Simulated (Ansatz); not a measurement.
# The false plateau in GW convergence: TiO2 (Anatase)

Can the band sum of G0W0 be converged at a fixed screening cutoff? A test on TiO2 (Anatase).

Calculated with Ansatz 0.2.0; G0W0 on PBE, plane waves, PAW.

## (1) Set-up

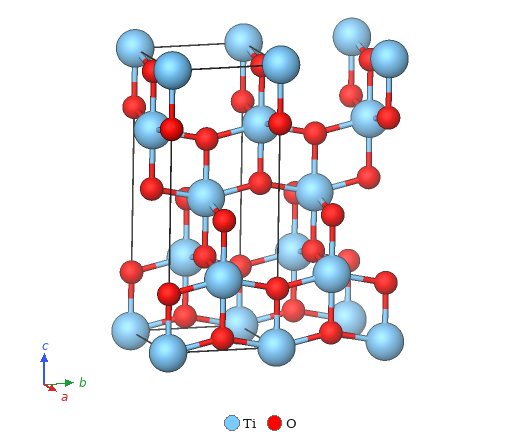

Start, viewed slightly off an axis; titanium blue, oxygen red. 1×2×1 cells are drawn. This picture shows the conventional cell, with its axes. Some periodic images of atoms are drawn too.

Structure file:

```cif
data_structure
_symmetry_space_group_name_H-M 'P 1'
_symmetry_Int_Tables_number 1
_cell_length_a 5.4582
_cell_length_b 5.4582
_cell_length_c 5.4582
_cell_angle_alpha 139.435
_cell_angle_beta 139.435
_cell_angle_gamma 58.713
_cell_volume 68.13
loop_
_atom_site_label
_atom_site_type_symbol
_atom_site_fract_x
_atom_site_fract_y
_atom_site_fract_z
_atom_site_occupancy
Ti1 Ti 0.00000 0.00000 0.00000 1
Ti2 Ti 0.75000 0.25000 0.50000 1
O3 O 0.20810 0.20810 0.00000 1
O4 O 0.95810 0.45810 0.50000 1
O5 O 0.54190 0.04190 0.50000 1
O6 O 0.79190 0.79190 0.00000 1
```

The cell and positions come from the Crystallography Open Database and are kept as given unless a step says otherwise. The default PAW set here is soft_2. Its files were made with PBE.

## (2) 54 empty bands, screening to 50 eV

Now the one-shot GW correction: screening in the RPA, then the self-energy of the levels asked for.

The input, input.yaml:

```yaml
crystal:
  lattice:
    - [-1.8921, 1.8921, 4.7573]
    - [1.8921, -1.8921, 4.7573]
    - [1.8921, 1.8921, -4.7573]
  atoms:
    - { symbol: Ti, position: [0.0, 0.0, 0.0] }
    - { symbol: Ti, position: [0.75, 0.25, 0.5] }
    - { symbol: O, position: [0.2081, 0.2081, 0.0] }
    - { symbol: O, position: [0.9581, 0.4581, 0.5] }
    - { symbol: O, position: [0.5419, 0.0419, 0.5] }
    - { symbol: O, position: [0.7919, 0.7919, 0.0] }
kpoints:
  mp_grid: { grid: [6, 6, 6] }
hamiltonian:
  xc: pbe
scf:
  occupations: { method: fixed }
gw:
  n_empty_bands: 54
  ecut_chi: 50
  qp_bands: [v2, c2]
  qp_kpoints: band_edges
  screening: { model: contour_deformation }
```

The run is started by

```console
ansatz run input.yaml --threads 2 --pin off --max-ram 92160MiB --backend cuda --events-out ev --progress --plain --runs-dir out --devices 1 --max-vram 13GiB  # rebuilt from the run's record
```

Numbers of over 12 decimals in the logs are rounded to 6 here.

The program printed:

```text
GPUs: using 1 of 1 available (devices: 1).
Engine: ansatz 0.2.0, x86_64-unknown-linux-gnu
Pseudopotentials: kind: paw
Pseudopotential: Ti, paw, valence charge 12, recommended cutoff 420 eV (normal), Ti.paw.azcp
Pseudopotential: O, paw, valence charge 6, recommended cutoff 420 eV (normal), O.paw.azcp
Functional definition: PBE
  parameter kappa = 0.804
  parameter beta = 0.066725
  exchange = pbe_x(kappa = kappa, mu = beta*pi^2/3)
  correlation = pbe_c(beta = beta)
device memory: the entry about to start is reckoned to put 1.2 GiB on a device that reports 61.2 GiB free (of which the cap on the GPU budget leaves the run 13.0 GiB)
GPU FFT provider: cuFFT
GPU libraries: cuBLAS 13.8.2, cuFFT 12.4.0, cuSOLVER 12.3.4
Crystal: 6 atoms, lattice volume = 68.125 Å³
Basis set: ecut = 420 eV, 1315 PW (Γ)
Bands: 30, of which v1, the nominal top of the filled ones, is band 24 counted from 1 (23 counted from 0)
Symmetry: 16 space group operations
Space group: I41/amd (ITA 141), of the structure as read, at distance tolerance 4.1e-5 Å
k-points: 30 of 216
Non-local potential: Ti, projectors of the file, l = 0: 3, l = 1: 2, l = 2: 3, l = 3: 1
Non-local potential: O, projectors of the file, l = 0: 2, l = 1: 2, l = 2: 1
PAW form: soft (Blöchl's): semilocal exchange-correlation on the pseudo side does not see the compensation charge
PAW one-centre angular grid: Ti, 590 points (default); XC on 64 Gauss nodes
PAW one-centre angular grid: O, 110 points (default); XC on 64 Gauss nodes
Initial density: superposition of atomic densities (neutral atoms: chi_scale 0, normalization atom), corrected by the library's trained network
Initial wavefunctions: pseudopotential atomic-orbital guess
GPU buffer pool allocated for 64000 grid points (all kernels)
GPU transforms: local potential and band sums: pruned to the plane-wave sphere, on 40×40×40
Functional: x = pbe(κ = 0.804, μ = 0.219515), c = pbe(β = 0.066725)
SCF iter   1: F=—  HF=-7277.469444 eV  |F-HF|=—  |Δ(HF+E_count)|=         —  Δρ=3.44e-3  dr2=3.18e-3  ethr=1.77e-3  ⟨swp⟩=4.1  Hψ=3412  notcnv=0  defer=78
preconditioner: auto → none  [insulator: Δε(μ)=2.183 eV  Ē_g=9.668 eV  n_scr=14 (ndim 8)  ℏωp=25.4 eV  f_vac=0.102  ε∞_Penn≈7.9]
SCF iter   2: F=—  HF=-7277.471126 eV  |F-HF|=—  |Δ(HF+E_count)|=   1.68e-3  Δρ=2.66e-3  dr2=3.64e-3  ethr=6.63e-6  ⟨swp⟩=3.2  Hψ=1878  notcnv=0  defer=120
SCF iter   3: F=—  HF=-7277.470946 eV  |F-HF|=—  |Δ(HF+E_count)|=   1.80e-4  Δρ=1.46e-3  dr2=9.74e-4  ethr=6.63e-6  ⟨swp⟩=2.0  Hψ=1371  notcnv=0  defer=120
SCF iter   4: F=—  HF=-7277.471071 eV  |F-HF|=—  |Δ(HF+E_count)|=   1.25e-4  Δρ=5.98e-4  dr2=1.55e-4  ethr=2.03e-6  ⟨swp⟩=2.0  Hψ=1204  notcnv=0  defer=120
SCF iter   5: F=—  HF=-7277.471109 eV  |F-HF|=—  |Δ(HF+E_count)|=   3.85e-5  Δρ=1.19e-4  dr2=5.70e-6  ethr=3.22e-7  ⟨swp⟩=2.0  Hψ=1120  notcnv=0  defer=64
SCF iter   6: F=-7277.471112 eV  HF=-7277.471112 eV  |F-HF|=4.60e-9  |Δ(HF+E_count)|=   2.67e-6  Δρ=1.17e-5  dr2=5.25e-8  ethr=2.08e-10  ⟨swp⟩=7.8  Hψ=3764  notcnv=0
SCF 1 converged in 6 iterations: F = -7277.471112 eV  dr2 = 5.25e-8
[...]
device memory: the entry about to start is reckoned to put 1.3 GiB (of the 1.4 GiB reckoned in all, the device holds 0.1 GiB already) on a device that reports 61.1 GiB free (of which the cap on the GPU budget leaves the run 12.9 GiB)
NSCF: frozen V_eff on 30 k-points, pencils in batches of 32, up to order 120
[...]
device memory: the entry about to start is reckoned to put 2.6 GiB on a device that reports 61.1 GiB free (of which the cap on the GPU budget leaves the run 13.0 GiB)
NSCF: frozen V_eff on 30 k-points, pencils in batches of 32, up to order 332
G₀W₀ screening: q 1/30
[... further progress lines ...]
device memory: the entry about to start is reckoned to put 0.6 GiB on a device that reports 60.2 GiB free (of which the cap on the GPU budget leaves the run 13.0 GiB)
NSCF: frozen V_eff on 1 k-points
[...]
gw.qp_kpoints: band_edges: 24 of 30 stored k-points solved, in 1 pass; an edge of the gap read off the rows below is read off those points alone
    valence top: of the k-points left out ik 7 came nearest to being solved in a further pass, in band 24 (counted from 1, as in the quasiparticle table): it holds the edge there only if its correction is more favourable than any solved in that band by at least 0.469 eV; those differ by 0.155 eV
    conduction bottom: of the k-points left out ik 27 came nearest to being solved in a further pass, in band 25 (counted from 1, as in the quasiparticle table): it holds the edge there only if its correction is more favourable than any solved in that band by at least 0.879 eV; those differ by 0.205 eV
  `?` marks the rows in doubt; gw_qp.tsv's column doubts and the gw_qp event give each row's grounds
    ik  band        ε_KS         Σx   Σc(E_QP)       V_xc       Z   E_QP_lin       E_QP  E_QP is
     0    23      6.8603   -25.3206     5.0075   -20.3244  0.7144     6.8715     6.8715  root
     0    24      6.8603   -25.3206     5.0075   -20.3244  0.7144     6.8715     6.8715  root
     0    25      9.4571   -13.0752    -5.9306   -20.7917  0.7391    11.3128    11.2430  root
     0    26     10.1979   -13.4563    -6.7630   -22.1402  0.7195    12.2233    12.1188  root ?
     1    23      6.6813   -25.8880     5.0254   -20.8930  0.7215     6.7117     6.7118  root
     1    24      7.0711   -25.7413     4.9836   -20.8004  0.7210     7.1138     7.1139  root
     1    25     10.2981   -13.3669    -6.8064   -22.0988  0.7193    12.3294    12.2236  root ?
     1    26     10.3998   -14.3012    -5.8572   -21.9275  0.7211    12.2524    12.1690  root
     2    23      6.7441   -25.3313     4.9707   -20.3801  0.7161     6.7636     6.7636  root
     2    24      7.2230   -25.6906     4.9684   -20.7911  0.7190     7.2919     7.2920  root
     2    25     10.4095   -13.6317    -6.7741   -22.3636  0.7187    12.4783    12.3674  root ?
     2    26     10.6690   -14.7392    -6.2323   -22.8996  0.7183    12.7049    12.5972  root ?
     3    23      7.2901   -25.8087     4.9535   -20.9375  0.7214     7.3723     7.3725  root
     3    24      7.2901   -25.8087     4.9535   -20.9375  0.7214     7.3723     7.3725  root
     3    25     10.6937   -13.8838    -6.8782   -22.7148  0.7121    12.7665    12.6466  root ?
     3    26     10.6937   -13.8838    -6.8782   -22.7148  0.7121    12.7665    12.6466  root ?
     4    23      6.6095   -26.0100     4.6073   -21.5857  0.7280     6.7919     6.7925  root
     4    24      6.8711   -25.6509     4.9760   -20.7074  0.7205     6.9035     6.9035  root
     4    25     10.0153   -14.0527    -5.7204   -21.5349  0.7286    11.8503    11.7771  root
     4    26     10.3109   -13.4936    -6.7354   -22.1321  0.7182    12.3180    12.2140  root ?
     5    23      6.6821   -25.9317     5.0175   -20.9314  0.7246     6.6993     6.6993  root
[...]
5    25     10.3804   -13.5301    -6.7691   -22.2382  0.7194    12.4273    12.3194  root ?
     5    26     10.5690   -14.2344    -6.4586   -22.6385  0.7207    12.6223    12.5144  root ?
[...]
6    25     10.5599   -13.8956    -6.7643   -22.6166  0.7156    12.6318    12.5166  root ?
     6    26     10.7034   -14.1535    -6.5495   -22.6071  0.7146    12.7171    12.6075  root ?
[...]
8    25     10.5165   -13.8936    -6.6311   -22.4585  0.7192    12.5586    12.4502  root ?
     8    26     10.5559   -13.7184    -6.6593   -22.2867  0.7180    12.5715    12.4649  root ?
[...]
9    25     10.4958   -14.2125    -6.4014   -22.5315  0.7201    12.5174    12.4134  root ?
[...]
16    26     10.7550   -14.1899    -6.6376   -22.7591  0.7123    12.8023    12.6865  root ?
[...]
21    26     10.5477   -13.9225    -6.6711   -22.5326  0.7170    12.5973    12.4867  root ?
[...]
23    25     10.5185   -13.6041    -6.9415   -22.5123  0.7154    12.6024    12.4852  root ?
[...]
24    25     10.5589   -13.9634    -6.6167   -22.5046  0.7169    12.5924    12.4834  root ?
    24    26     10.5589   -13.9634    -6.6167   -22.5046  0.7169    12.5924    12.4834  root ?
[...]
28    26     10.3065   -13.8871    -6.2295   -21.9573  0.7230    12.2379    12.1472  root
    29    23      7.2097   -26.1440     4.8810   -21.3790  0.7267     7.3253     7.3256  root
    29    24      7.2097   -26.1440     4.8810   -21.3790  0.7267     7.3253     7.3256  root
    29    25      9.8146   -13.2308    -6.3289   -21.4109  0.7302    11.7532    11.6657  root
    29    26      9.8146   -13.2308    -6.3289   -21.4109  0.7302    11.7532    11.6657  root
[key lines of the parts left out:]
SCF converged after 6 iterations
Free energy (F): -7277.471112 eV
Fermi energy:    7.290149 eV
```

Wall time 14 s (1 × NVIDIA H100 80GB HBM3 (shared by 6 runs) with 2 threads of AMD EPYC 7R13 (Zen 3), shared host); peak memory 1.1 GiB.

Reading the cycles: dr2 is the Hartree energy of the density residual (eV), the measure of convergence; HF is the Harris–Foulkes estimate of the energy, which meets the free energy F at convergence.

Numbers from this step:

```
bands summed                                 : 78
RPA ε∞ on this mesh (eigenvalues)            : 6.144, 6.692, 6.692
plane waves in the screening matrix          : 53
q-points in the mesh                         : 216
G0W0 gap on the mesh                         : 3.871 eV
k of the valence top                         : 0, 0, -0.5
k of the conduction bottom                   : 0, 0, 0
starting gap on the mesh                     : 2.167 eV
Z at the valence top                         : 0.7214
Z at the conduction bottom                   : 0.7391
least direct G0W0 gap on the computed points : 4.181 eV
```

The gap on the mesh goes from 2.17 eV to 3.87 eV, a correction of +1.70 eV. Between the two edge states, bare exchange in place of the xc potential would open the gap by 12.59 eV, and correlation takes back 10.88 eV.

## (3) 284 empty bands, screening to 50 eV

Changes to input.yaml since step 2:

```diff
@@ -19,3 +19,3 @@
 gw:
-  n_empty_bands: 54
+  n_empty_bands: 284
   ecut_chi: 50
```

The program printed:

```text
GPUs: using 1 of 1 available (devices: 1).
[...]
GPU FFT provider: cuFFT
GPU libraries: cuBLAS 13.8.2, cuFFT 12.4.0, cuSOLVER 12.3.4
Crystal: 6 atoms, lattice volume = 68.125 Å³
Basis set: ecut = 420 eV, 1315 PW (Γ)
Bands: 30, of which v1, the nominal top of the filled ones, is band 24 counted from 1 (23 counted from 0)
Symmetry: 16 space group operations
[...]
k-points: 30 of 216
[...]
1    26     10.3998   -14.3012    -6.1681   -21.9275  0.7225    11.9094    11.8581  root
[...]
29    23      7.2097   -26.1440     4.6344   -21.3790  0.7277     7.0787     7.0790  root
    29    24      7.2097   -26.1440     4.6344   -21.3790  0.7277     7.0787     7.0790  root
    29    25      9.8146   -13.2308    -6.6517   -21.4109  0.7316    11.3958    11.3429  root
    29    26      9.8146   -13.2308    -6.6517   -21.4109  0.7316    11.3958    11.3429  root
[key lines of the parts left out:]
SCF converged after 6 iterations
Free energy (F): -7277.471112 eV
Fermi energy:    7.290149 eV
```

The job ended after 37 s (1 × NVIDIA H100 80GB HBM3 (shared by 6 runs) with 2 threads; peak memory 1.5 GiB; 59 s of CPU time).

This step gave:

| Quantity | Value |
| --- | --- |
| bands summed | 308 |
| RPA ε∞ on this mesh (eigenvalues) | 6.161, 6.711, 6.711 |
| plane waves in the screening matrix | 53 |
| G0W0 gap on the mesh | 3.775 eV |
| k of the valence top | 0, 0, -0.5 |
| k of the conduction bottom | 0, 0, 0 |
| starting gap on the mesh | 2.167 eV |
| least direct G0W0 gap on the computed points | 4.100 eV |

Against the run with 6×6×6 mesh, 54 empty bands, screening to 50 eV, the gap moves by −0.10 eV.

## (4) 154 empty bands, screening to 100 eV

Bands and screening cutoff are moved together, since each hides the error of the other.

Changes to input.yaml since step 3:

```diff
@@ -19,4 +19,4 @@
 gw:
-  n_empty_bands: 284
-  ecut_chi: 50
+  n_empty_bands: 154
+  ecut_chi: 100
   qp_bands: [v2, c2]
```

The program printed:

```text
GPUs: using 1 of 1 available (devices: 1).
[...]
GPU FFT provider: cuFFT
GPU libraries: cuBLAS 13.8.2, cuFFT 12.4.0, cuSOLVER 12.3.4
Crystal: 6 atoms, lattice volume = 68.125 Å³
Basis set: ecut = 420 eV, 1315 PW (Γ)
Bands: 30, of which v1, the nominal top of the filled ones, is band 24 counted from 1 (23 counted from 0)
Symmetry: 16 space group operations
[...]
k-points: 30 of 216
[...]
1    26     10.3998   -14.3012    -6.2979   -21.9275  0.7135    11.7707    11.7283  root
[...]
29    23      7.2097   -26.1440     4.6544   -21.3790  0.7181     7.0988     7.0991  root
    29    24      7.2097   -26.1440     4.6544   -21.3790  0.7181     7.0988     7.0991  root
    29    25      9.8146   -13.2308    -6.7941   -21.4109  0.7237    11.2441    11.2006  root
    29    26      9.8146   -13.2308    -6.7941   -21.4109  0.7237    11.2441    11.2006  root
[key lines of the parts left out:]
SCF converged after 6 iterations
Free energy (F): -7277.471112 eV
Fermi energy:    7.290149 eV
```

Elapsed: 40 s, on 1 × NVIDIA H100 80GB HBM3 (shared by 6 runs) with 2 threads; peak memory 1.3 GiB.

The G0W0 gap on the mesh is 3.618 eV.

## (5) 803 empty bands, screening to 100 eV

Changes to input.yaml since step 4:

```diff
@@ -19,3 +19,3 @@
 gw:
-  n_empty_bands: 154
+  n_empty_bands: 803
   ecut_chi: 100
```

The program printed:

```text
GPUs: using 1 of 1 available (devices: 1).
[...]
GPU FFT provider: cuFFT
GPU libraries: cuBLAS 13.8.2, cuFFT 12.4.0, cuSOLVER 12.3.4
Crystal: 6 atoms, lattice volume = 68.125 Å³
Basis set: ecut = 420 eV, 1315 PW (Γ)
Bands: 30, of which v1, the nominal top of the filled ones, is band 24 counted from 1 (23 counted from 0)
Symmetry: 16 space group operations
[...]
k-points: 30 of 216
[...]
1    26     10.3998   -14.3012    -6.5113   -21.9275  0.7135    11.5434    11.5150  root
[...]
29    23      7.2097   -26.1440     4.4736   -21.3790  0.7180     6.9167     6.9183  root
    29    24      7.2097   -26.1440     4.4736   -21.3790  0.7180     6.9167     6.9183  root
    29    25      9.8146   -13.2308    -7.0095   -21.4109  0.7237    11.0146    10.9851  root
    29    26      9.8146   -13.2308    -7.0095   -21.4109  0.7237    11.0146    10.9851  root
[key lines of the parts left out:]
SCF converged after 6 iterations
Free energy (F): -7277.471112 eV
Fermi energy:    7.290149 eV
```

The job ended after 2.5 min (1 × NVIDIA H100 80GB HBM3 (shared by 6 runs) with 2 threads; peak memory 2.8 GiB).

The G0W0 gap on the mesh is 3.579 eV.

## (6) 54 empty bands, screening to 150 eV

Changes to input.yaml since step 5:

```diff
@@ -19,4 +19,4 @@
 gw:
-  n_empty_bands: 803
-  ecut_chi: 100
+  n_empty_bands: 54
+  ecut_chi: 150
   qp_bands: [v2, c2]
```

The program printed:

```text
GPUs: using 1 of 1 available (devices: 1).
[...]
GPU FFT provider: cuFFT
GPU libraries: cuBLAS 13.8.2, cuFFT 12.4.0, cuSOLVER 12.3.4
Crystal: 6 atoms, lattice volume = 68.125 Å³
Basis set: ecut = 420 eV, 1315 PW (Γ)
Bands: 30, of which v1, the nominal top of the filled ones, is band 24 counted from 1 (23 counted from 0)
Symmetry: 16 space group operations
[...]
k-points: 30 of 216
[...]
24    26     10.5589   -13.9634    -6.6707   -22.5046  0.7060    12.5345    12.4294  root ?
[...]
29    23      7.2097   -26.1440     5.0148   -21.3790  0.7132     7.4583     7.4594  root
    29    24      7.2097   -26.1440     5.0148   -21.3790  0.7132     7.4583     7.4594  root
    29    25      9.8146   -13.2308    -6.3669   -21.4109  0.7200    11.7143    11.6277  root
    29    26      9.8146   -13.2308    -6.3669   -21.4109  0.7200    11.7143    11.6277  root
[key lines of the parts left out:]
SCF converged after 6 iterations
Free energy (F): -7277.471112 eV
Fermi energy:    7.290149 eV
```

Elapsed: 24 s, on 1 × NVIDIA H100 80GB HBM3 (shared by 6 runs) with 2 threads; peak memory 1.4 GiB.

The G0W0 gap on the mesh is 3.701 eV.

## (7) 284 empty bands, screening to 150 eV

Changes to input.yaml since step 6:

```diff
@@ -19,3 +19,3 @@
 gw:
-  n_empty_bands: 54
+  n_empty_bands: 284
   ecut_chi: 150
```

The program printed:

```text
GPUs: using 1 of 1 available (devices: 1).
[...]
GPU FFT provider: cuFFT
GPU libraries: cuBLAS 13.8.2, cuFFT 12.4.0, cuSOLVER 12.3.4
Crystal: 6 atoms, lattice volume = 68.125 Å³
Basis set: ecut = 420 eV, 1315 PW (Γ)
Bands: 30, of which v1, the nominal top of the filled ones, is band 24 counted from 1 (23 counted from 0)
Symmetry: 16 space group operations
[...]
k-points: 30 of 216
[...]
1    26     10.3998   -14.3012    -6.5046   -21.9275  0.7101    11.5509    11.5216  root
[...]
29    23      7.2097   -26.1440     4.4479   -21.3790  0.7136     6.8906     6.8925  root
    29    24      7.2097   -26.1440     4.4479   -21.3790  0.7136     6.8906     6.8925  root
    29    25      9.8146   -13.2308    -6.9915   -21.4109  0.7208    11.0340    11.0031  root
    29    26      9.8146   -13.2308    -6.9915   -21.4109  0.7208    11.0340    11.0031  root
[key lines of the parts left out:]
SCF converged after 6 iterations
Free energy (F): -7277.471112 eV
Fermi energy:    7.290149 eV
```

Elapsed: 47 s, on 1 × NVIDIA H100 80GB HBM3 (shared by 6 runs) with 2 threads; peak memory 1.8 GiB; 84 s of CPU time.

The G0W0 gap on the mesh is 3.621 eV.

(Part 1 of 2 ends here.)

[Paths, hosts, dates, memory and timing lines, banners, echoed tables and standing remarks are left out of the program output.]

[Logs are printed without paths, hosts, clocks, repeated set-up lines and the standing remarks that a program may print on its own settings, such as how far it seeks lower states.]

[Runs of the session that timed out or met a known fault of the program may be left out.]

[Cells called generated may have been cut or substituted from an entry of the Crystallography Open Database or the Materials Project.]

[Hosts, paths, dates, database ids (printed as entryN), source tags and the programs' standing remarks are cut or masked in the printed files.]
